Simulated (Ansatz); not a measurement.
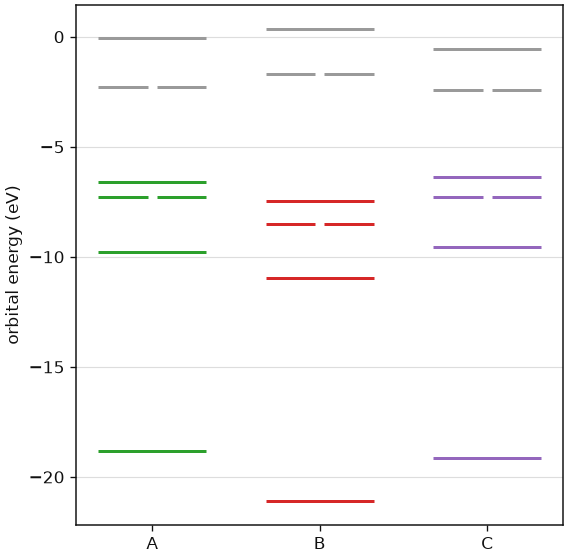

Frontier orbital energies of InCl, singlet at one geometry, def2-TZVPP, the Ansatz code 0.2.0, at a PBE0-D4/def2-TZVP geometry (a minimum by its frequencies). Empty levels are grey, levels within 0.1 eV stand side by side; all columns show the same few orbitals around the gap.

The columns come from B97M-V, r2SCAN and r2SCAN0. Which is which?

A: r2SCAN (HOMO −6.58, LUMO −2.26, separation 4.32 eV)
B: r2SCAN0 (HOMO −7.47, LUMO −1.69, separation 5.78 eV)
C: B97M-V (HOMO −6.40, LUMO −2.43, separation 3.97 eV)

Caveats, for all or some of the runs: core potentials past krypton; empty levels above zero depend strongly on the basis; spin-orbit coupling is left out, and with In it can shift these levels and split any degenerate set.
